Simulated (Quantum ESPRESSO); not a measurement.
# Voltage at the next charge: Na(110), 4 layers, one monolayer of Li on longbridge sites against an electrode

How the rows were computed: Quantum ESPRESSO 7.5, PBE, GBRV ultrasoft; ESM with bc3, a metal electrode 5.83 Å above the top atoms; cell area 12.652 Å²; ions fixed. V is the potential energy of an electron at the electrode over the slab's Fermi level, divided by e, so that it equals the work function at zero charge; positive charge removes electrons.

```tsv
charge (e a cell)	V (V)
0	2.951
0.019	3.998
0.038	5.093
```

To predict: What is V at a charge of 0.0759 e, and what capacitance do the rows imply?

**Worked estimate.** The last two rows give dV/dq = (5.093 − 3.998)/(0.038 − 0.019) = 57.6 V/e, so C = 1602/(12.652 × 57.6) = 2.20 µF/cm², an effective gap of 8.854/2.20 = 4.03 Å. At constant C, V = 5.093 + 57.6 × 0.0379 = 7.28 V.

**Check.** V = 7.396 V; the estimate misses by −0.12 V, 5.1 % of the step. Over the three intervals C goes 2.30, 2.20 and 2.08 µF/cm²: it falls as electrons leave, the surface charge drawing back towards the atoms.

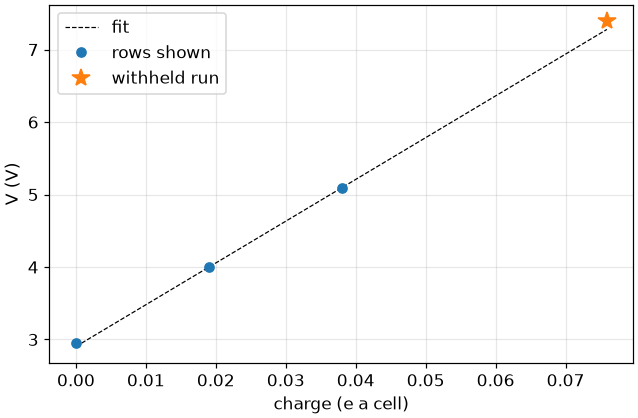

The rows shown, the fit and the withheld run.

Caveats: Vacuum fills the gap; a dielectric or electrolyte would change C. The slab is thin.

[Logs are printed without paths, hosts, clocks, repeated set-up lines and the standing remarks that a program may print on its own settings, such as how far it seeks lower states.]
